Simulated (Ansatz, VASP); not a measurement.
**MoS2: VASP beside Ansatz**

Wanted: the spread between two codes on one cell, functional and k mesh. The structure shown is the end of the Ansatz relaxation below.

Main program and level: Ansatz 0.2.0; plane waves, with VASP 6.6.1 beside it; single point at PBEsol.

## 1. Starting point

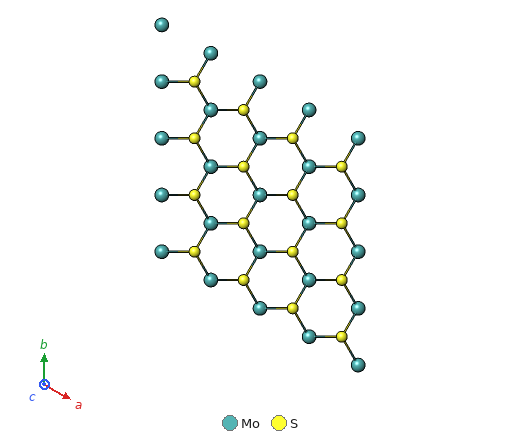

The starting structure, seen from above (molybdenum teal, sulfur yellow). 4×4×1 cells are drawn. Bonds to atoms that aren't drawn are left out. Some periodic images of atoms are drawn too.

The cell holds 3 atoms: 1 Mo and 2 S. Its edges and angles: a = 3.141 Å, b = 3.141 Å, c = 30.061 Å, α = 90.0°, β = 90.0°, γ = 120.0°. As first built, before any earlier steps moved the atoms: one layer cut from the layered crystal. Vacuum lies along c.

## 2. Ansatz: relaxation, PBEsol

Ansatz runs on its default PAW (the set named soft_2) files.

This run makes the geometry at which the two programs are then compared.

File input.yaml:

```yaml
crystal:
  lattice:
    - [3.1689999973, 0.0, 0.0]
    - [-1.5844999987, 2.7444345023, 0.0]
    - [0.0, 0.0, 19.130296]
  atoms:
    - { symbol: Mo, position: [0.0, 0.0, 0.5] }
    - { symbol: S, position: [0.6666666667, 0.3333333333, 0.41818485] }
    - { symbol: S, position: [0.6666666667, 0.3333333333, 0.58181515] }
  periodic: [true, true, false]
kpoints:
  mp_grid: { grid: [8, 8, 1] }
scf:
  occupations: { method: fermi_dirac, width: 0.05 }
hamiltonian:
  xc: pbesol
output:
  forces: true
  stress: true
relax:
  f_tol: 0.02
  max_steps: 50
  cell: {}
```

The run is started by

```
$ ansatz run input.yaml --threads 4 --pin off --max-ram 8192MiB --backend cpu --events-out ev --progress --plain --runs-dir out
```

Numbers of over 12 decimals in the logs are rounded to 6 here.

The log of the run:

```text
Warning: crystal.periodic: the lattice vector that does not repeat stood 0.000° off the slab's normal, 19.130 Å along it as the deck builds it. The run solves the slab on a vector along the normal, 30.061 Å long, with every atom where it was (on the deck's vector they left 16.00 Å outside them, and the widest stretch free of ions among them is 1.57 Å). A fractional position that the run reports is one of the run's ce [...]
crystal.periodic: the lattice vector that does not repeat stood 0.000° off the slab's normal, 19.130 Å along it as the deck builds it. The run solves the slab on a vector along the normal, 30.061 Å long, with every atom where it was (on the deck's vector they left 16.00 Å outside them, and the widest stretch free of ions among them is 1.57 Å). A fractional position that the run reports is one of the run's cell, which [...]
Engine: ansatz 0.2.0, aarch64-unknown-linux-gnu
Pseudopotentials: kind: paw
Pseudopotential: Mo, paw, valence charge 14, recommended cutoff 420 eV (normal), Mo.paw.azcp
Pseudopotential: S, paw, valence charge 6, recommended cutoff 420 eV (normal), S.paw.azcp
Functional definition: PBEsol
  exchange = pbesol_x
  correlation = pbesol_c
Crystal: 3 atoms, lattice volume = 261.440 Å³
Basis set: ecut = 420 eV, 5093 PW (Γ), exchange–correlation on 48×48×432 points (8 copies of the dense FFT grid, shifted against one another)
Bands: 17, of which v1, the nominal top of the filled ones, is band 13 counted from 1 (12 counted from 0)
Symmetry: 12 space group operations
Space group: P-6m2 (ITA 187), of the structure as read, at distance tolerance 6.4e-5 Å
k-points: 10 of 64 (time reversal used)
Non-local potential: Mo, projectors of the file, l = 0: 3, l = 1: 2, l = 2: 2, l = 3: 1
Non-local potential: S, projectors of the file, l = 0: 2, l = 1: 2, l = 2: 2
PAW form: soft (Blöchl's): semilocal exchange-correlation on the pseudo side does not see the compensation charge
PAW frozen core: Mo, regenerated for the run's functional, and the local potential with it (the file was generated under x = pbe(κ = 0.804, μ = 0.219515), c = pbe(β = 0.066725))
PAW frozen core: S, regenerated for the run's functional, and the local potential with it (the file was generated under x = pbe(κ = 0.804, μ = 0.219515), c = pbe(β = 0.066725))
PAW one-centre angular grid: Mo, 590 points (default); XC on 64 Gauss nodes
PAW one-centre angular grid: S, 110 points (default); XC on 64 Gauss nodes
Initial density: superposition of atomic densities (neutral atoms: chi_scale 0, normalization atom), corrected by the library's trained network
Initial wavefunctions: pseudopotential atomic-orbital guess
Functional: x = pbesol(κ = 0.804, μ = 0.123457), c = pbesol(β = 0.046)
SCF iter   1: F=—  HF=-6670.125370 eV  |F-HF|=—  |Δ(HF+E_count)|=         —  Δρ=3.21e-3  dr2=3.22e-2  ethr=1.77e-3  ⟨swp⟩=14.3  Hψ=1702  notcnv=0
preconditioner: auto → none  [insulator: Δε(μ)=1.901 eV  Ē_g=8.049 eV  σ=0.050 eV  W_gap=1.00  n_scr=16 (ndim 8)  ℏωp=9.7 eV  f_vac=0.766  D(μ)=0.00/eV (n_scr^D=0)  ε∞_Penn≈2.5]
SCF iter   2: F=—  HF=-6670.143805 eV  |F-HF|=—  |Δ(HF+E_count)|=   1.84e-2  Δρ=3.99e-3  dr2=1.24e-1  ethr=1.24e-4  ⟨swp⟩=4.1  Hψ=491  notcnv=0
SCF iter   3: F=—  HF=-6670.128272 eV  |F-HF|=—  |Δ(HF+E_count)|=   1.55e-2  Δρ=1.36e-3  dr2=6.79e-3  ethr=1.24e-4  ⟨swp⟩=2.8  Hψ=301  notcnv=0
SCF iter   4: F=—  HF=-6670.129037 eV  |F-HF|=—  |Δ(HF+E_count)|=   7.65e-4  Δρ=3.72e-4  dr2=1.53e-4  ethr=2.61e-5  ⟨swp⟩=2.6  Hψ=316  notcnv=0
SCF iter   5: F=—  HF=-6670.129239 eV  |F-HF|=—  |Δ(HF+E_count)|=   2.02e-4  Δρ=6.21e-5  dr2=8.27e-6  ethr=5.90e-7  ⟨swp⟩=3.6  Hψ=417  notcnv=0
SCF iter   6: F=—  HF=-6670.129226 eV  |F-HF|=—  |Δ(HF+E_count)|=   1.37e-5  Δρ=1.58e-5  dr2=6.23e-7  ethr=3.18e-8  ⟨swp⟩=3.4  Hψ=362  notcnv=0
SCF iter   7: F=-6670.129226 eV  HF=-6670.129226 eV  |F-HF|=3.43e-8  |Δ(HF+E_count)|=   1.25e-7  Δρ=2.77e-6  dr2=6.16e-8  ethr=3.85e-10  ⟨swp⟩=8.1  Hψ=943  notcnv=0
SCF 1 converged in 7 iterations: F = -6670.129226 eV  dr2 = 6.16e-8
  greatest PAW one-centre occupation: 0.999 electrons in one spin orbital (limit 2), on the Mo atom at site 0 (counted from 0), in its partial waves of l = 0
relax step   1: F+E_penalty+E_count = -6670.12922582 eV  Δ(F+E_penalty+E_count) = +0.000e0 eV  max|allowed force component| = 3.128e-1 eV/Å  Δτ_max = 0.0000 Å  P = -2.138 N/m  Ω = 261.440 Å³  fix = [c, alpha, beta]  reactions: c -0.000 N/m  (7 SCF iters, dr2 threshold 1.00e-7 eV, accepted)
[...]
relax step   2: F+E_penalty+E_count = -6670.14187232 eV  Δ(F+E_penalty+E_count) = -1.265e-2 eV  max|allowed force component| = 3.612e-2 eV/Å  Δτ_max = 0.0076 Å  P = +0.230 N/m  Ω = 256.307 Å³  energy of the carried Pulay correction = +8.180e-5 eV  fix = [c, alpha, beta]  reactions: c +0.000 N/m  (6 SCF iters, dr2 threshold 3.00e-7 eV, accepted)
[...]
relax step   3: F+E_penalty+E_count = -6670.14200384 eV  Δ(F+E_penalty+E_count) = -1.315e-4 eV  max|allowed force component| = 2.972e-3 eV/Å  Δτ_max = 0.0010 Å  P = -0.008 N/m  Ω = 256.769 Å³  energy of the carried Pulay correction = +7.438e-5 eV  fix = [c, alpha, beta]  reactions: c -0.000 N/m  (5 SCF iters, dr2 threshold 8.16e-8 eV, accepted)
[...]
relax step   4: F+E_penalty+E_count = -6670.14192843 eV  Δ(F+E_penalty+E_count) = +7.541e-5 eV  max|allowed force component| = 2.920e-3 eV/Å  Δτ_max = 0.0000 Å  P = -0.008 N/m  Ω = 256.769 Å³  fix = [c, alpha, beta]  reactions: c -0.000 N/m  stress off target by 7.85e-3 N/m on what of the cell is left free  SCF on the basis re-selected at this cell (its energy is not comparable with the rows above)  (7 SCF iters)
basis re-selected at this cell: Δ(F+E_penalty+E_count) = +7.541e-5 eV, ΔP = +0.000 N/m vs the last step (what re-selecting the basis moved, of the pressure what is left beyond the Pulay correction that the steps carried, after the strain that the cell walked since its last selection, with what the two solves' SCF thresholds leave and, on support functions, any second-order correction that the steps lacked; it is no m [...]
SCF converged after 7 iterations
Free energy (F): -6670.141928 eV
Harris-Foulkes:  -6670.141928 eV  (|F-HF|=5.09e-11)
Internal energy: -6670.141928 eV  (E = F + TS)
E sigma→0 (E₀):  -6670.141928 eV
Fermi energy:    -5.036508 eV
--- Per-component energies (eV) ---
  E_band       = -576.735742
  E_kinetic    = 656.629106
  E_local      = -45399.703794  (includes V_loc(G=0)·N_el)
  E_nonlocal   = 201.395195
  E_hartree    = 22262.105775
  E_xc         = -375.674463
  E_vxc        = -404.530397  (∫ρ·V_xc dr)
  E_paw        = -4311.918319  (= ΣΔE_a)
  E_vpaw       = -154.737504  (= ΣTr[D̂ρ^β])
  E_aug_tail   = 0.000032  (compensation charges beyond the density's cutoff)
  E_ewald      = 20296.691342
  E_core_change = 0.333198  (= ΣΔE_core)
  E_smearing   = -0.000000  (= −TS)
  E_closure    = 0.000000  (closes the sum)
  Σ components = -6670.141928   (vs F -6670.141928, Δ=0.00e0)
--- Forces (eV/Å), atoms counted from 1 ---
  atom   1  Mo    -0.00000000    -0.00000000     0.00000000
  atom   2  S      0.00000000     0.00000000     0.00292004
  atom   3  S      0.00000000     0.00000000    -0.00292004
  max |Σ_I F_I| component: 3.47e-17 eV/Å
--- 2D stress c σ (N/m, compression-positive) ---
       -0.007851      -0.000000      -0.000000
       -0.000000      -0.007851       0.000000
       -0.000000       0.000000      -0.000000
  P = ½ c Tr σ = -0.0079 N/m
--- Relaxed structure (3 steps of the walk, 3 accepted, 1 SCFs on fresh bases) ---
  F+E_penalty+E_count = -6670.14192843 eV   max|allowed force component| = 2.920e-3 eV/Å   (the final SCF, on the basis selected at the relaxed cell)
  cell:  # Å, volume = 256.7687 Å³
    - [3.140559, 2.8608461534491133e-11, 0]
    - [-1.570280, 2.719804, 0]
    - [0, 0, 30.060592]
  atoms:
    - { symbol: Mo, position: [-4.111937128504601e-17, 0, 0.318196] }
    - { symbol: S, position: [0.666667, 0.333333, 0.266349] }
    - { symbol: S, position: [0.666667, 0.333333, 0.370042] }
```

In the SCF lines HF is the Harris–Foulkes energy and dr2 the Hartree energy of the density residual, in eV; the loop may stop once dr2 is under the threshold and the program's other checks hold. Hψ counts applications of the Hamiltonian.

## 3. VASP: single point, PBEsol

The same cell, functional, mesh and smearing now go to VASP, with its own data sets and cutoff.

Lines of VASP's logs that name or quote its potential files are left out, and so is its time.

File INCAR:

```
SYSTEM = MoS2
PREC = Accurate
ENCUT = 400
EDIFF = 1E-06
NELM = 100
ISMEAR = -1
SIGMA = 0.05
LREAL = .FALSE.
ALGO = Normal
GGA = PS
NBANDS = 19
LORBIT = 11
LWAVE = .FALSE.
LCHARG = .FALSE.
KPAR = 2
ISIF = 0
LDIPOL = .TRUE.
IDIPOL = 3
DIPOL = 0.5 0.5 0.318
LVHAR = .TRUE.
```

File POSCAR:

```
MoS2
1.0
    3.1405591853      0.0000000000      0.0000000000
   -1.5702795927      2.7198040366      0.0000000000
    0.0000000000      0.0000000000     30.0605921471
Mo S
1 2
Direct
    0.0000000000      0.0000000000      0.3181955949
    0.6666666667      0.3333333333      0.2663491636
    0.6666666667      0.3333333333      0.3700420261
```

File KPOINTS:

```
Automatic mesh
0
Gamma
8 8 1
0 0 0
```

The projector-augmented-wave data sets are Mo_sv and S (PBE family, release 64).

The run is started by

```
$ mpirun -np 2 vasp_std
```

The log of the run:

```text
[banner, memory and clock lines left out]
running    2 mpi-ranks, on    1 nodes
 distrk:  each k-point on    1 cores,    2 groups
 distr:  one band on    1 cores,    1 groups

 POSCAR found type information on POSCAR MoS
 POSCAR found :  2 types and       3 ions
|                                                                             |
|               ----> ADVICE to this user running VASP <----                  |
|                                                                             |
|     You enforced a specific xc type in the INCAR file but a different       |
|     [... a line on the potential file left out ...]
|     I HOPE YOU KNOW WHAT YOU ARE DOING!                                     |
|                                                                             |

 LDA part: xc-table for (Slater+PW92), standard interpolation
 POSCAR, INCAR and KPOINTS ok, starting setup
 FFT: planning ... GRIDC
 FFT: planning ... GRID_SOFT
 FFT: planning ... GRID
 WAVECAR not read
 entering main loop
       N       E                     dE             d eps       ncg     rms          rms(c)
DAV:   1     0.131534177412E+03    0.13153E+03   -0.11950E+04   540   0.848E+02
DAV:   2    -0.137610717783E+02   -0.14530E+03   -0.14078E+03   547   0.198E+02
DAV:   3    -0.247719625575E+02   -0.11011E+02   -0.10976E+02   557   0.518E+01
DAV:   4    -0.248842859451E+02   -0.11232E+00   -0.11194E+00   500   0.587E+00
DAV:   5    -0.248870852346E+02   -0.27993E-02   -0.27990E-02   518   0.863E-01    0.260E+01
DAV:   6    -0.237902836378E+02    0.10968E+01   -0.10012E+01   428   0.199E+01    0.891E+00
DAV:   7    -0.236335144273E+02    0.15677E+00   -0.50371E+00   434   0.129E+01    0.613E+00
DAV:   8    -0.234205247042E+02    0.21299E+00   -0.10842E+00   431   0.640E+00    0.157E+00
DAV:   9    -0.234208472852E+02   -0.32258E-03   -0.43201E-02   487   0.123E+00    0.846E-01
DAV:  10    -0.234169262070E+02    0.39211E-02   -0.19685E-02   422   0.914E-01    0.101E-01
DAV:  11    -0.234166754244E+02    0.25078E-03   -0.71278E-04   436   0.185E-01    0.551E-02
DAV:  12    -0.234165846479E+02    0.90776E-04   -0.17588E-04   502   0.658E-02    0.272E-02
DAV:  13    -0.234165199415E+02    0.64706E-04   -0.28274E-04   475   0.752E-02    0.465E-02
DAV:  14    -0.234167895444E+02   -0.26960E-03   -0.10866E-04   478   0.507E-02    0.129E-02
DAV:  15    -0.234169108278E+02   -0.12128E-03   -0.18268E-05   502   0.214E-02    0.108E-02
DAV:  16    -0.234170570402E+02   -0.14621E-03   -0.10631E-05   468   0.166E-02    0.624E-03
DAV:  17    -0.234170996435E+02   -0.42603E-04   -0.18656E-06   402   0.703E-03    0.182E-03
DAV:  18    -0.234171295458E+02   -0.29902E-04   -0.19038E-06   394   0.530E-03    0.316E-03
DAV:  19    -0.234171407303E+02   -0.11185E-04   -0.49191E-07   358   0.384E-03    0.593E-04
DAV:  20    -0.234171477143E+02   -0.69839E-05   -0.20028E-07   324   0.137E-03    0.682E-04
DAV:  21    -0.234171514754E+02   -0.37611E-05   -0.85982E-08   342   0.900E-04    0.391E-04
DAV:  22    -0.234171536052E+02   -0.21299E-05   -0.40902E-08   305   0.583E-04    0.217E-04
DAV:  23    -0.234171544316E+02   -0.82635E-06   -0.93655E-09   259   0.324E-04
   1 F= -.23417154E+02 E0= -.23417154E+02  d E =-.429347E-09
```

Parts of OUTCAR (step 3):

```text
ion  position               nearest neighbor table
   1  0.000  0.000  0.318-   3 2.39   3 2.39   3 2.39   2 2.39   2 2.39   2 2.39
   2  0.667  0.333  0.266-   1 2.39   1 2.39   1 2.39
   3  0.667  0.333  0.370-   1 2.39   1 2.39   1 2.39

  LATTYP: Found a hexagonal cell.
 ALAT       =     3.1405591853
 C/A-ratio  =     9.5717324124

 Subroutine GETGRP returns: Found 12 space group operations
 (whereof  6 operations were pure point group operations)

The static configuration has the point symmetry C_3v.
 The point group associated with its full space group is D_3h.

 Found     10 irreducible k-points:

   k-points           NKPTS =     10   k-points in BZ     NKDIM =     10   number of bands    NBANDS=     19

   dimension x,y,z NGX =    20 NGY =   20 NGZ =  196
   dimension x,y,z NGXF=    40 NGYF=   40 NGZF=  392

   ENCUT  =  400.0 eV  29.40 Ry    5.42 a.u.   5.12  5.12 49.02*2*pi/ulx,y,z

   NELECT =      26.0000    total number of electrons

 k-points in reciprocal lattice and weights: Automatic mesh
   0.00000000  0.00000000  0.00000000       0.016
   0.12500000  0.00000000  0.00000000       0.094
   0.25000000  0.00000000  0.00000000       0.094
   0.37500000  0.00000000  0.00000000       0.094
   0.50000000  0.00000000  0.00000000       0.047
   0.12500000  0.12500000  0.00000000       0.094
   0.25000000  0.12500000  0.00000000       0.188
   0.37500000  0.12500000  0.00000000       0.188
   0.25000000  0.25000000  0.00000000       0.094
   0.37500000  0.25000000  0.00000000       0.094

 dipolmoment           0.000000      0.000000      0.000005 electrons x Angstroem

 average (electrostatic) potential at core
       1 -84.5423       2 -94.5405       3 -94.5405

 E-fermi :  -2.3571

 k-point     1 :       0.0000    0.0000    0.0000
  band No.  band energies     occupation
    ...
      9      -5.9160      2.00000
     10      -5.1551      2.00000
     11      -4.7586      2.00000
     12      -4.7586      2.00000
     13      -3.3781      2.00000
     14      -0.4025      0.00000
     15      -0.4025      0.00000
     16      -0.1284      0.00000
     17      -0.1284      0.00000
     18       2.2225      0.00000
    ...

 k-point     2 :       0.1250    0.0000    0.0000
  band No.  band energies     occupation
    ...
      9      -5.9598      2.00000
     10      -5.6633      2.00000
     11      -5.1183      2.00000
     12      -4.3562      2.00000
     13      -3.4982      2.00000
     14      -0.7080      0.00000
     15      -0.6251      0.00000
     16      -0.3879      0.00000
     17      -0.0113      0.00000
     18       2.5901      0.00000
    ...

 k-point     3 :       0.2500    0.0000    0.0000
  band No.  band energies     occupation
    ...
      9      -6.9829      2.00000
     10      -5.7905      2.00000
     11      -5.0329      2.00000
     12      -4.6393      2.00000
     13      -4.0751      2.00000
     14      -1.0910      0.00000
     15      -0.8217      0.00000
     16      -0.2768      0.00000
     17       0.6582      0.00000
     18       3.4248      0.00000
    ...

  energy-cutoff  :      400.00
  volume of cell :      256.77
      direct lattice vectors                 reciprocal lattice vectors
     3.140559185  0.000000000  0.000000000     0.318414633  0.183836774  0.000000000
    -1.570279593  2.719804037  0.000000000     0.000000000  0.367673548  0.000000000
     0.000000000  0.000000000 30.060592147     0.000000000  0.000000000  0.033266144

 POSITION                                       TOTAL-FORCE (eV/Angst)
 -----------------------------------------------------------------------------------
      0.00000      0.00000      9.56515         0.000000     -0.000000     -0.000000
      1.57028      0.90660      8.00661        -0.000000      0.000000     -0.000096
      1.57028      0.90660     11.12368        -0.000000      0.000000      0.000096
 -----------------------------------------------------------------------------------
    total drift:                                0.000000     -0.000000      0.000076

  FREE ENERGIE OF THE ION-ELECTRON SYSTEM (eV)
  ---------------------------------------------------
  free  energy   TOTEN  =       -23.4171544316 eV

  energy  without entropy=      -23.4171544312  energy(sigma->0) =      -23.41715443

 vacuum level on the upper side and lower side of the slab         2.646         2.646

 total charge
# of ion       s       p       d       tot
------------------------------------------
    1        2.300   6.233   3.992  12.525
    2        1.357   2.329   0.000   3.686
    3        1.357   2.329   0.000   3.686
--------------------------------------------------
tot          5.015  10.890   3.992  19.897

[... 3 further parts left out ...]
```

## 4. Differences

Known differences besides the PAW data sets themselves: Ansatz cuts the interaction across the vacuum, VASP repeats the sheet with a dipole correction; the cutoff is 420 eV in Ansatz and 400 eV in VASP; Ansatz makes its cores anew for this functional, VASP keeps those of its PBE data sets; VASP leaves aspherical gradient terms in its spheres out (LASPH is not set), Ansatz keeps them. Total energies have different zeros and are not compared.

Compared:

```
              quantity  Ansatz   VASP  difference
gap on the k mesh (eV)   2.064  2.074      -0.010
```

At this near-relaxed geometry the largest component of a force difference is 3 meV/Å.

## 5. Further runs

How far does this hang on the set-up? Further runs change one program's set-up at a time, as the table lists.

```
                                                             run  difference in gap on the k mesh (eV)
                                                        as above                                -0.010
VASP with the data sets Mo_sv_GW and S_GW and a cutoff of 560 eV                                8.0e-5
    VASP with the data sets Mo_sv and S_h and a cutoff of 650 eV                               -0.0077
```

## 6. Results

- difference in gap on the k mesh (single point, PBEsol): -0.010 eV

The difference in gap on the k mesh is -0.010 eV (single point, PBEsol), within the 0.08 eV picked in this series as the mark of a large difference. For single point, PBEsol: with VASP with the data sets Mo_sv_GW and S_GW and a cutoff of 560 eV the difference in gap on the k mesh shrinks in size, from -0.010 to 8.0e-5 eV. Differences of this kind measure data sets and numerical settings, not the functional's error against experiment.

[Lines on the potential files, build, host, timing and source positions are cut from VASP's logs without a mark.]

[Logs are printed without paths, hosts, clocks, repeated set-up lines and the standing remarks that a program may print on its own settings, such as how far it seeks lower states.]

[Hosts, paths, dates, database ids (printed as entryN), source tags and the programs' standing remarks are cut or masked in the printed files.]
